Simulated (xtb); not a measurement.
## Geometry relaxation, with input and output: Si$_{2}$H$_{3}$ClF (part 1 of 3)

System: Si$_{2}$H$_{3}$ClF, multiplicity 2.
Method: GFN2-xTB (xtb 6.7.1 later snapshot).

The geometry comes from this level: PBE0-D4/def2-TZVP.

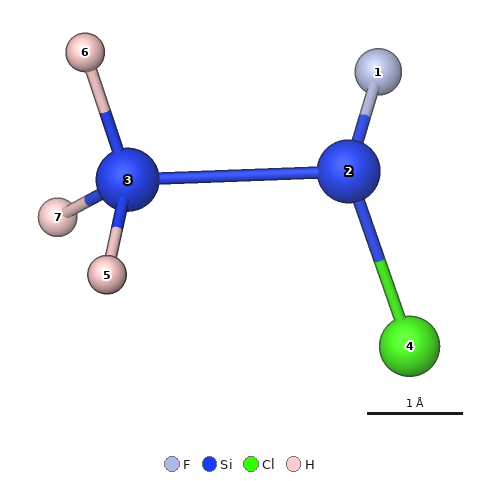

*The structure as given in the input (ball-and-stick view, seen at a tilt; atoms are numbered from 1 in the order of the input).*

Bond lengths as drawn: Cl–Si 2.06 Å, F–Si 1.60 Å, H–Si 1.48 to 1.49 Å and Si–Si 2.36 Å.

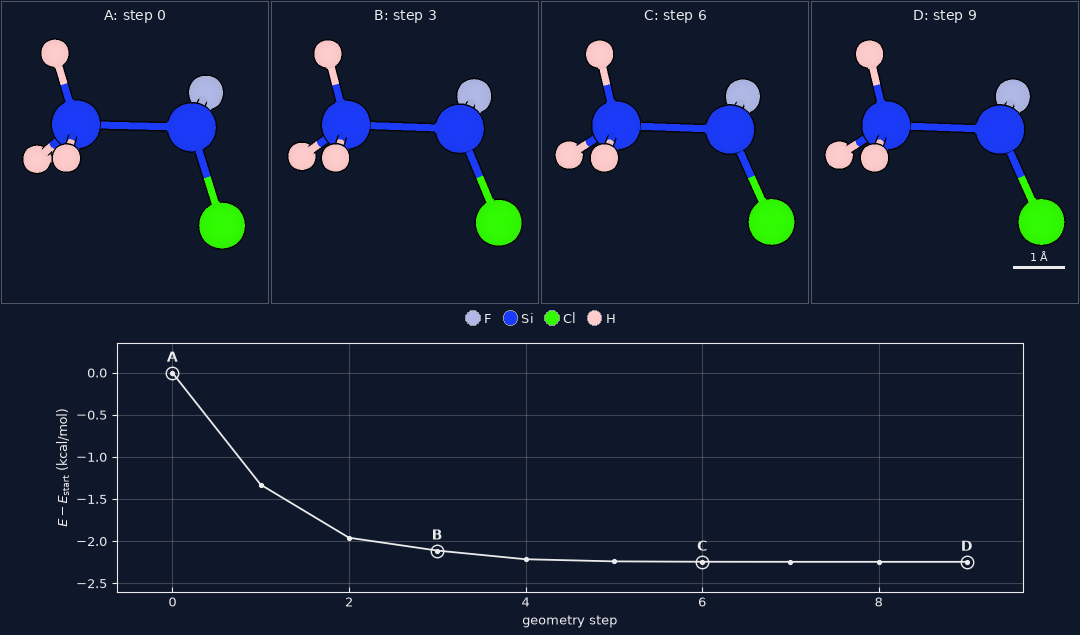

*Frames of the relaxation (ball-and-stick view, seen at a tilt) above the curves, on which the letters mark them (steps are counted from 0).*

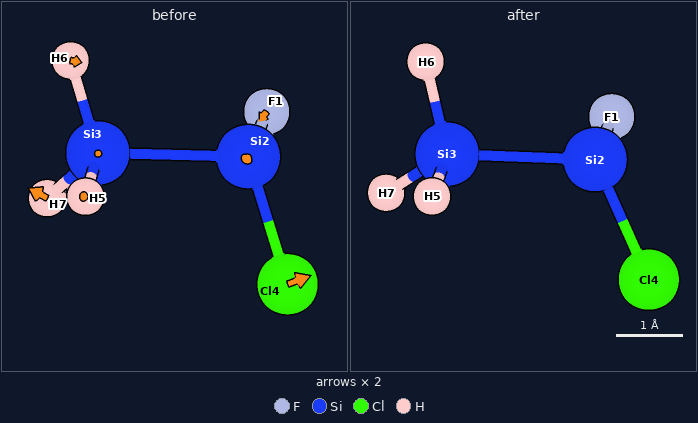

*Before (left) and after (right) the relaxation, at one scale (ball-and-stick view, seen at a tilt). The orange arrows give the displacements, magnified 2 times.*

Cl4 moves most after the best rigid fit: 0.20 Å. Largest moves by element: Cl 0.20 Å, H 0.18 Å, F 0.10 Å, Si 0.10 Å. Among the contacts that change: Si2–Si3 2.359 → 2.302 Å, F1–Si2 1.603 → 1.635 Å, Si3–H5 1.484 → 1.464 Å, Si3–H7 1.487 → 1.468 Å. Among the angles that change: Si2–Si3–H7 111.3° → 121.3°, Si3–Si2–Cl4 109.1° → 116.9°, F1–Si2–Cl4 106.9° → 100.3°. After 9 geometry steps the energy has fallen by 2.24 kcal/mol. (Atoms are counted from 1 in the order of the input.)

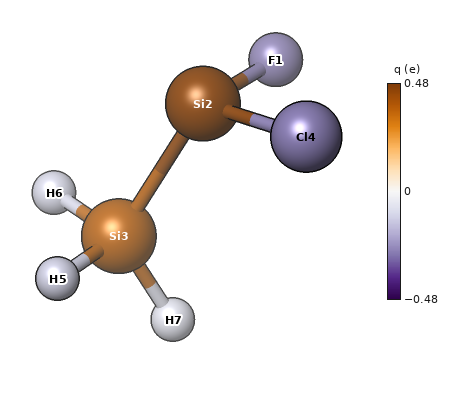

*Mulliken charges, as the colour of each atom (ball-and-stick view, seen at a tilt; atoms are numbered from 1 in the order of the input).*

By element: F −0.28, Si +0.38 to +0.46, Cl −0.27 and H −0.12 to −0.07 e.

The input and output of the run follow.

**Input (mol.xyz)**
```
7

F     -0.39730000    -2.15420000     0.99910000
Si    -1.04950000    -0.89450000     0.25190000
Si     0.53420000     0.84810000     0.10590000
Cl    -1.54150000    -1.51610000    -1.64720000
H     -0.12640000     1.96650000    -0.61230000
H      0.88970000     1.27100000     1.48400000
H      1.75210000     0.41140000    -0.62700000
```

Launch command:
```bash
xtb mol.xyz -o vtight -c 0 -u 1 --gfn 2 --parallel 1 > xtb.out
```

**Log**
```
* xtb version 6.7.1
   ID    Z sym.   atoms
    1    9 F      1
    2   14 Si     2, 3
    3   17 Cl     4
    4    1 H      5-7

           -------------------------------------------------
          |                Calculation Setup                |
           -------------------------------------------------

          program call               : xtb mol.xyz -o vtight -c 0 -u 1 --gfn 2 --parallel 1
          coordinate file            : mol.xyz
          omp threads                :                     1

           -------------------------------------------------
          |                 G F N 2 - x T B                 |
           -------------------------------------------------

      * Hamiltonian:
        H0-scaling (s, p, d)           1.850000    2.230000    2.230000
        zeta-weighting                 0.500000
      * Dispersion:
        s8                             2.700000
        a1                             0.520000
        a2                             5.000000
        s9                             5.000000
      * Repulsion:
        kExp                           1.500000    1.000000
        rExp                           1.000000
      * Coulomb:
        alpha                          2.000000
        third order                    shell-resolved
        anisotropic                    true
        a3                             3.000000
        a5                             4.000000
        cn-shift                       1.200000
        cn-exp                         4.000000
        max-rad                        5.000000

          ...................................................
          :                      SETUP                      :
          :.................................................:
          :  # basis functions                  37          :
          :  # atomic orbitals                  34          :
          :  # shells                           14          :
          :  # electrons                        25          :
          :  max. iterations                   250          :
          :  Hamiltonian                  GFN2-xTB          :
          :  restarted?                      false          :
          :  GBSA solvation                  false          :
          :  PC potential                    false          :
          :  electronic temp.          300.0000000     K    :
          :  accuracy                    1.0000000          :
          :  -> integral cutoff          0.2500000E+02      :
          :  -> integral neglect         0.1000000E-07      :
          :  -> SCF convergence          0.1000000E-05 Eh   :
          :  -> wf. convergence          0.1000000E-03 e    :
          :  Broyden damping             0.4000000          :
          :  net charge                          0          :
          :  unpaired electrons                  1          :
          ...................................................

 iter      E             dE          RMSdq      gap      omega  full diag
   1    -14.3141243 -0.143141E+02  0.721E+00    2.58       0.0  T
   2    -14.3565886 -0.424644E-01  0.373E+00    2.32       1.0  T
   3    -14.3570075 -0.418854E-03  0.222E+00    2.81       1.0  T
   4    -14.3614508 -0.444330E-02  0.105E+00    2.66       1.0  T
   5    -14.3616245 -0.173732E-03  0.687E-01    2.81       1.0  T
   6    -14.3622528 -0.628288E-03  0.189E-01    2.74       1.0  T
   7    -14.3622771 -0.242669E-04  0.120E-01    2.75       1.0  T
   8    -14.3623037 -0.266141E-04  0.824E-02    2.74       1.0  T
   9    -14.3623151 -0.114579E-04  0.707E-02    2.75       1.0  T
  10    -14.3623217 -0.655842E-05  0.606E-02    2.75       1.0  T
  11    -14.3623295 -0.778379E-05  0.121E-02    2.75       3.1  T
  12    -14.3623295 -0.102039E-07  0.481E-03    2.75       7.9  T
  13    -14.3623295 -0.408074E-07  0.219E-03    2.75      17.3  T
  14    -14.3623295 -0.393547E-08  0.855E-04    2.75      44.2  T
  15    -14.3623295 -0.124761E-08  0.347E-04    2.75     109.0  T

   *** convergence criteria satisfied after 15 iterations ***

         #    Occupation            Energy/Eh            Energy/eV
      -------------------------------------------------------------
         1        2.0000           -1.0520070             -28.6266
       ...           ...                  ...                  ...
         7        2.0000           -0.4983551             -13.5609
         8        2.0000           -0.4444406             -12.0938
         9        2.0000           -0.4418844             -12.0243
        10        2.0000           -0.4369625             -11.8904
        11        2.0000           -0.4336797             -11.8010
        12        2.0000           -0.4074448             -11.0871
        13        1.0000           -0.3117632              -8.4835 (HOMO)
        14                         -0.2108643              -5.7379 (LUMO)
        15                         -0.2091695              -5.6918
        16                         -0.1932782              -5.2594
        17                         -0.1707563              -4.6465
        18                         -0.1559094              -4.2425
       ...                                ...                  ...
        34                          0.8915665              24.2608
      -------------------------------------------------------------
                  HL-Gap            0.1008989 Eh            2.7456 eV
             Fermi-level           -0.3104588 Eh           -8.4480 eV

 SCC (total)                   0 d,  0 h,  0 min,  0.005 sec
 SCC setup                      ...        0 min,  0.000 sec (  1.238%)
 Dispersion                     ...        0 min,  0.000 sec (  0.388%)
 classical contributions        ...        0 min,  0.000 sec (  0.086%)
 integral evaluation            ...        0 min,  0.001 sec ( 12.540%)
 iterations                     ...        0 min,  0.003 sec ( 63.241%)
 molecular gradient             ...        0 min,  0.001 sec ( 20.490%)
 printout                       ...        0 min,  0.000 sec (  1.680%)

         :::::::::::::::::::::::::::::::::::::::::::::::::::::
         ::                     SUMMARY                     ::
         :::::::::::::::::::::::::::::::::::::::::::::::::::::
         :: total energy             -14.317113528959 Eh    ::
         :: gradient norm              0.034744552016 Eh/a0 ::
         :: HOMO-LUMO gap              2.745599021572 eV    ::
         ::.................................................::
         :: SCC energy               -14.362326514017 Eh    ::
         :: -> isotropic ES            0.031818929010 Eh    ::
         :: -> anisotropic ES         -0.002854723874 Eh    ::
         :: -> anisotropic XC          0.000612333753 Eh    ::
         :: -> dispersion             -0.005091764319 Eh    ::
         :: repulsion energy           0.045212985058 Eh    ::
         :: add. restraining           0.000000000000 Eh    ::
         :: total charge              -0.000000000000 e     ::
         :::::::::::::::::::::::::::::::::::::::::::::::::::::

      -----------------------------------------------------------
     |                   =====================                   |
     |                        A N C O P T                        |
     |                   =====================                   |
     |               Approximate Normal Coordinate               |
     |                Rational Function Optimizer                |
      -----------------------------------------------------------

          ...................................................
          :                      SETUP                      :
          :.................................................:
          :   optimization level         verytight          :
          :   max. optcycles                   200          :
          :   ANC micro-cycles                  20          :
          :   degrees of freedom                15          :
          :.................................................:
          :   RF solver                   davidson          :
          :   write xtbopt.log                true          :
          :   linear?                        false          :
          :   energy convergence         0.1000000E-06 Eh   :
          :   grad. convergence          0.2000000E-03 Eh/α :
          :   maximum RF displ.          1.0000000          :
          :   Hlow (freq-cutoff)         0.1000000E-01      :
          :   Hmax (freq-cutoff)         5.0000000          :
          :   S6 in model hess.         20.0000000          :
          ...................................................

generating ANC from exact Hessian ...
Using Lindh-Hessian (1995)
 Shifting diagonal of input Hessian by    1.0152357679380230E-002
 Lowest  eigenvalues of input Hessian
    0.010000    0.000000    0.000000    0.000000    0.000000    0.000000
    0.000000    0.010908    0.011638    0.012514    0.015525    0.023073
    0.029641    0.029917    0.038436    0.081519    0.307244    0.324698
 Highest eigenvalues
    0.081519    0.307244    0.324698    0.542081    0.545111    1.582211

........................................................................
.............................. CYCLE    1 ..............................
........................................................................

 iter      E             dE          RMSdq      gap      omega  full diag
   1    -14.3623295 -0.143623E+02  0.127E-04    2.75       0.0  T
   2    -14.3623295 -0.735767E-11  0.930E-05    2.75     406.4  T
   3    -14.3623295 -0.268052E-11  0.663E-05    2.75     570.3  T
     SCC iter.                  ...        0 min,  0.001 sec
     gradient                   ...        0 min,  0.001 sec
 * total energy  :   -14.3171135 Eh     change       -0.2606200E-09 Eh
   gradient norm :     0.0347457 Eh/α   predicted     0.0000000E+00 (-100.00%)
   displ. norm   :     0.3475989 α      lambda       -0.6484537E-02
   maximum displ.:     0.2002876 α      in ANC's #10, #6, #5, ...
```
